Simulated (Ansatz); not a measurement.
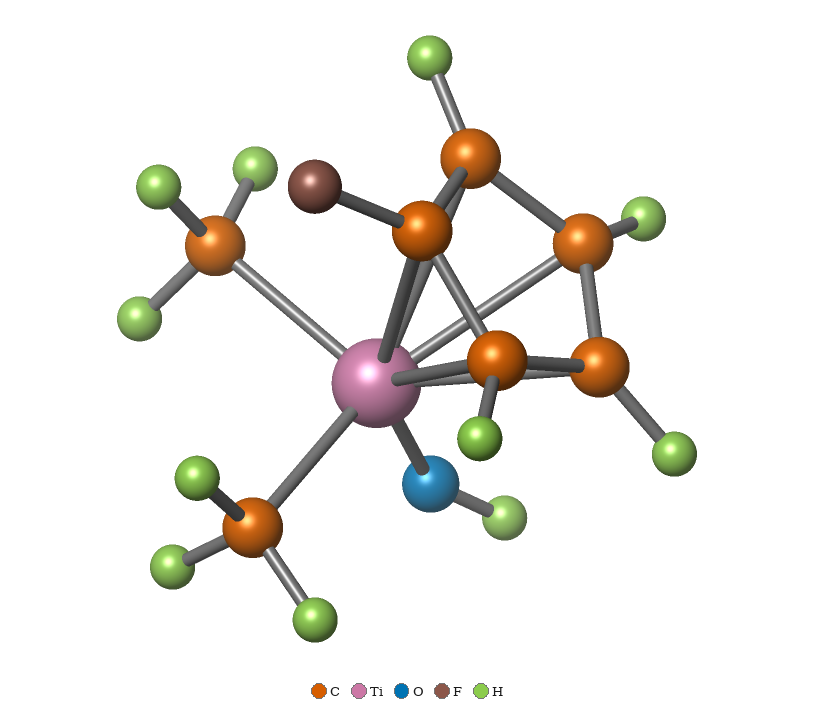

The picture shows a molecular structure as a ball-and-stick model. Every bond is drawn as one stick, whatever its order.

The species is neutral and a spin singlet. The geometry was computed by an optimisation with PBE0-D4/def2-TZVP. No frequency run is at hand to confirm it as a minimum.

Question: What is the molecular formula?

Answer: C7H11FOTi, 21 atoms: 7 carbon, 11 hydrogen, 1 fluorine, 1 oxygen and 1 titanium.

Question: Count the bonded pairs by element.

Answer: 10 C–H, 7 C–Ti, 5 C–C, 1 O–Ti, 1 C–F, 1 O–H.

Question: Which point group does it belong to?

Answer: Cs.

Question: Give a SMILES string for it.

Answer: [CH3][Ti]1234([CH3])([OH])[C@@H]5[C@H]1[C@H]2[C@]3(F)[C@@H]54

Question: Name functional groups in it.

Answer: Among them: C–F bond.

More results for the same structure follow; atom numbers are the same in all pictures, views and colours differ.

## Dipole moment

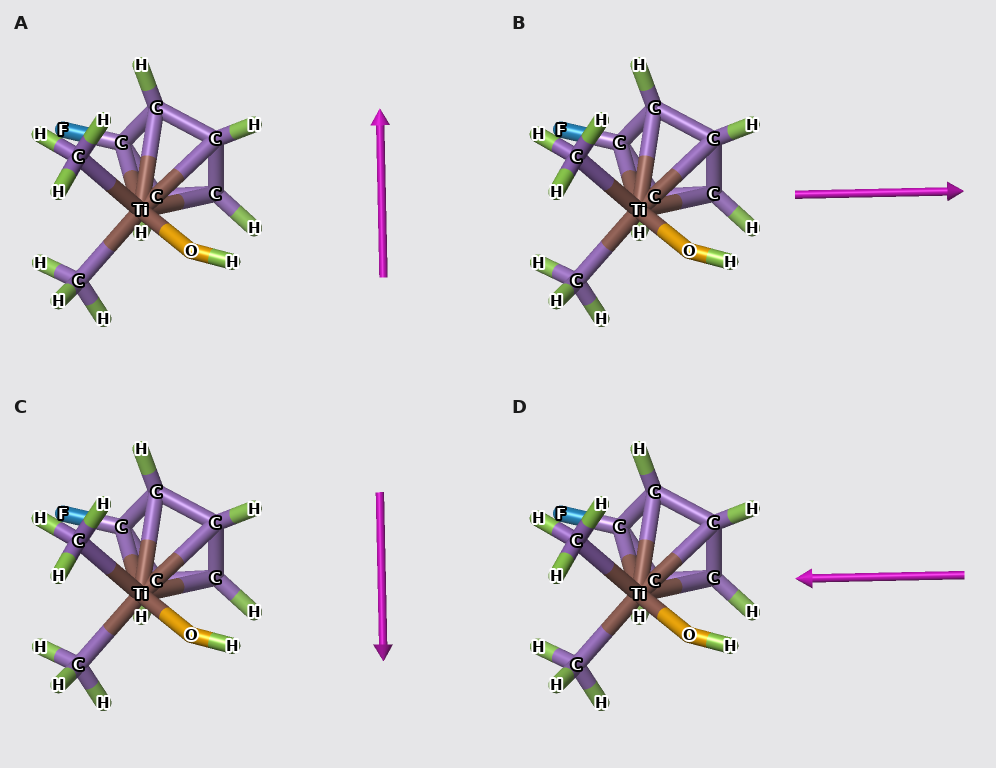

The same molecule four times, each with an arrow. No frequency run is at hand to confirm it as a minimum. Method: RKS PBE0-D4/def2-TZVP (Ansatz 0.2.0).

Question: Which arrow points along the dipole moment, from the negative to the positive end?

Answer: B. The dipole moment is 2.95 D.

## Charges

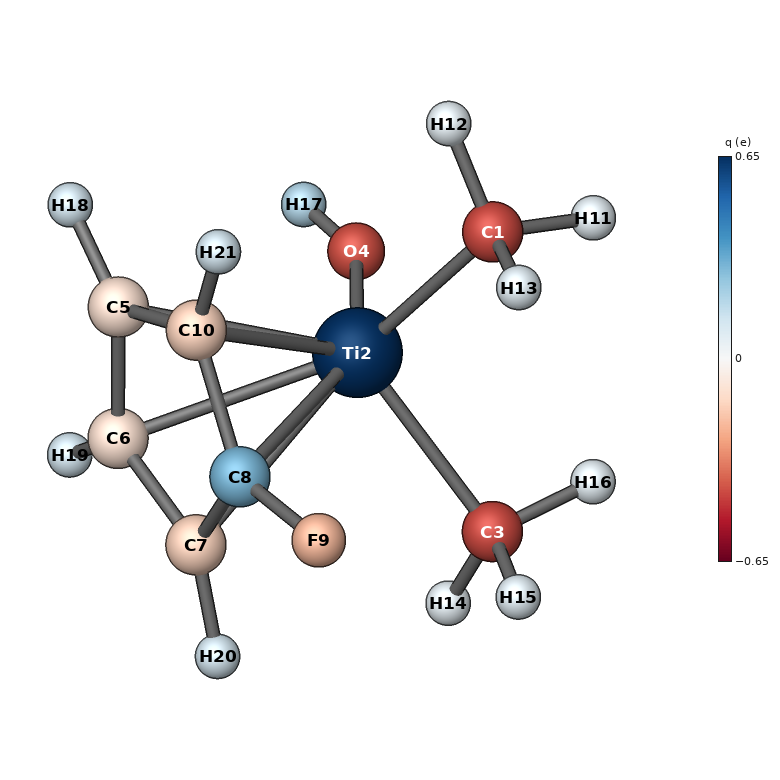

Atoms are coloured by their Mulliken charges. No frequency run is at hand to confirm it as a minimum. Properties computed with RKS r2SCAN-D4/def2-TZVPP (Ansatz 0.2.0).

Give the Mulliken charges atom by atom.

| atom | value (e) |
| --- | --- |
| C1 | −0.43 |
| Ti2 | 0.64 |
| C3 | −0.43 |
| O4 | −0.42 |
| C5 | −0.10 |
| C6 | −0.10 |
| C7 | −0.15 |
| C8 | 0.30 |
| F9 | −0.20 |
| C10 | −0.15 |
| H11 | 0.07 |
| H12 | 0.06 |
| H13 | 0.07 |
| H14 | 0.06 |
| H15 | 0.07 |
| H16 | 0.07 |
| H17 | 0.19 |
| H18 | 0.11 |
| H19 | 0.11 |
| H20 | 0.11 |
| H21 | 0.11 |

## Electronic properties

No frequency run is at hand to confirm it as a minimum. Properties computed with RKS ωB97M-V/def2-SVP (Ansatz 0.2.0).

Predict the main results.

- HOMO energy (Kohn–Sham orbital): −9.27 eV
- LUMO energy (Kohn–Sham orbital): 1.03 eV
- HOMO–LUMO gap: 10.31 eV

Mulliken values depend strongly on the basis set and can even reverse the polarity of a bond.
